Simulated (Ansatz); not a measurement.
Input

```
crystal:
  periodic: [false, false, false]
  atoms:
    - {symbol: C, position_ang: [-0.280927, -1.864373, 1.338044]}
    - {symbol: Ag, position_ang: [-0.027859, -0.182655, 0.131258]}
    - {symbol: P, position_ang: [0.255229, 1.694445, -1.216055]}
    - {symbol: F, position_ang: [-0.603755, 1.816030, -2.502840]}
    - {symbol: F, position_ang: [1.657198, 1.960187, -1.826167]}
    - {symbol: F, position_ang: [-0.018212, 3.092773, -0.600971]}
    - {symbol: H, position_ang: [0.659363, -2.127471, 1.827979]}
    - {symbol: H, position_ang: [-0.610226, -2.717197, 0.740001]}
    - {symbol: H, position_ang: [-1.030810, -1.671729, 2.108742]}
basis:
  gaussian: {orbitals: def2-TZVPP}
hamiltonian: {xc: pbe0, dispersion: d4}
output: {orbitals: {seedname: orbitals}}
```

Run with:

```sh
ansatz run in.yaml --threads 4 --pin off --events-out ev --progress --plain --max-ram 11315MiB
```

Geometry: PBE0-D4/def2-TZVP; core potentials replace the inner electrons of Ag.

All numbers below come from Ansatz 0.2.0, RKS PBE0-D4/def2-TZVPP.

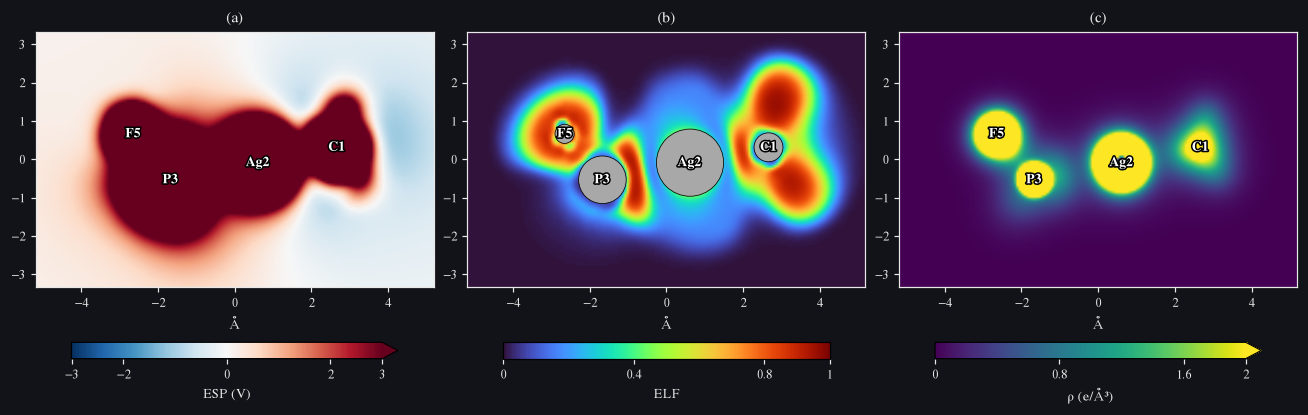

CH$_{3}$AgF$_{3}$P (SMILES [CH3][Ag-][P+](F)(F)F). (a) molecular electrostatic potential; (b) electron localisation function; (c) electron density on the plane of atoms Ag2, P3 and F5. Grey discs cover the atomic cores in the ELF map.

Question: Interpret the plot.

Answer: The plane passes through C, Ag, P and F nuclei. P–F (1.55 Å): the density is about 1.5 e/Å³ at the midpoint; the ELF peaks at about 0.80 in the valence shell of F, 0.6 Å from its nucleus, and is about 0.65 at the midpoint. C–Ag (2.09 Å): ρ is about 0.78 e/Å³ halfway; the ELF peaks at about 0.90 in the valence shell of C, 0.7 Å from its nucleus, and is about 0.30 at the midpoint. Ag–P (2.33 Å): the density is about 0.61 e/Å³ at the midpoint; the ELF peaks at about 0.90 in the valence shell of P, 0.9 Å from its nucleus, and is about 0.35 at the midpoint. The ELF also peaks beside F5, away from the bonds: lone-pair regions. Outside the dense part of the molecule the potential is most negative (−1.1 V) near C1.
